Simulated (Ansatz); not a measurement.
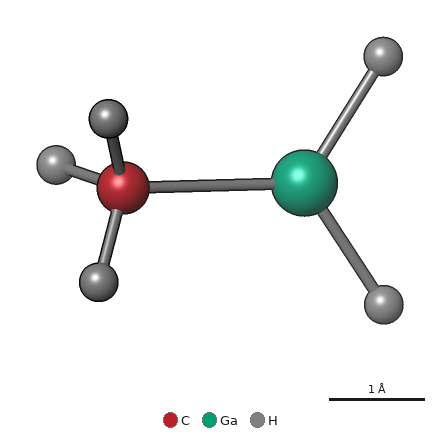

Starting structure of CH$_{5}$Ga. A ball-and-stick model, seen at a tilt.

The start comes from GFN2-xTB.

Computed with RKS PBE0-D4/def2-TZVP in Ansatz.

Input
```yaml
crystal:
  periodic: [false, false, false]
  atoms:
    - {symbol: C, position_ang: [-0.670860, -0.461180, -0.487790]}
    - {symbol: Ga, position_ang: [0.759030, 0.515560, 0.550260]}
    - {symbol: H, position_ang: [-1.234270, 0.222600, -1.129630]}
    - {symbol: H, position_ang: [-0.234060, -1.234830, -1.127120]}
    - {symbol: H, position_ang: [-1.387070, -0.938400, 0.188610]}
    - {symbol: H, position_ang: [0.480300, 1.355580, 1.859360]}
    - {symbol: H, position_ang: [2.286940, 0.540660, 0.146310]}
basis:
  gaussian: {orbitals: def2-TZVP}
hamiltonian: {xc: pbe0, dispersion: d4}
relax: {f_tol: 0.005, max_steps: 150}
```

### Predict the outcome.

The largest move after the best rigid fit is that of H6, 0.11 Å. By element the largest moves are H 0.11 Å, C 0.05 Å, Ga 0.01 Å. Among the contacts that change: C1–Ga2 2.019 → 1.966 Å, Ga2–H6 1.580 → 1.574 Å, C1–H4 1.095 → 1.090 Å. Among the angles between lasting bonds that change: H6–Ga2–H7 111.9° → 118.8°, C1–Ga2–H6 123.9° → 120.1°, C1–Ga2–H7 124.1° → 121.1°. Over 4 geometry steps the energy falls by 0.046 eV. Largest force component: 0.45 eV/Å at the start, 0.0037 eV/Å at the end. The run took about 17 core-seconds on a shared host.

The structure at the end:

```xyz
7

C    -0.6323   -0.4559   -0.4595
Ga    0.7570    0.5070    0.5448
H    -1.1777    0.2603   -1.0837
H    -0.2164   -1.2209   -1.1160
H    -1.3621   -0.9138    0.2115
H     0.3741    1.3282    1.8325
H     2.2575    0.4951    0.0703
```

After the run, drawn alike:

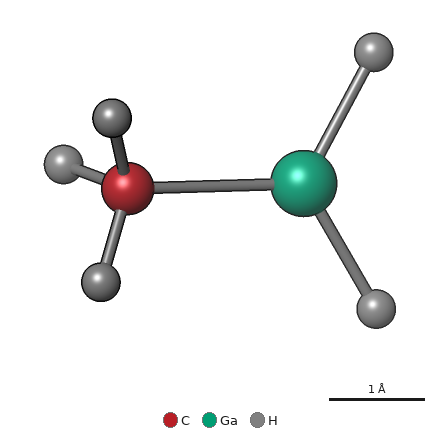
